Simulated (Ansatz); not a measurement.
Hypothetical R-3m Rh2S3, thickness series

Consider Rh₂S₃ in the Bi2Te3 type structure (space group R-3m, No. 166; a = 3.316 Å, c = 23.549 Å (hexagonal axes); a hypothetical phase, not in the database extracts checked; layered, stacked along the Cartesian z axis).

Free-standing slabs (5 atom(s) a layer) normal to the stacking axis with 15 Å of vacuum; in-plane cell relaxed.

Calculations: PBEsol-D3(BJ) (Ansatz, a program for electronic structure, PAW, scalar-relativistic without spin-orbit coupling).

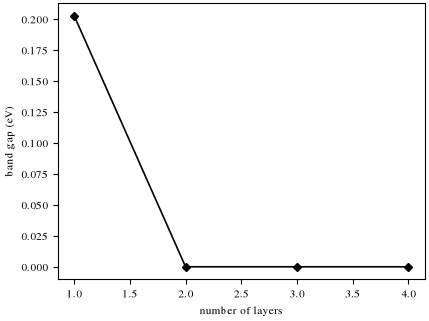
Figure. Band gap against number of layers

**Question.** From the plot, what is the band gap for 4 layers?

**Answer.** About 0.00 eV.

**Question.** Is the trend monotonic over the range shown?

**Answer.** Yes, it falls throughout, spanning zero to 0.20 eV.

Stability against distortions was not tested. All final runs are without spin polarisation. A zero or small gap of Rh2S3 can be the functional's error rather than a property of the material.
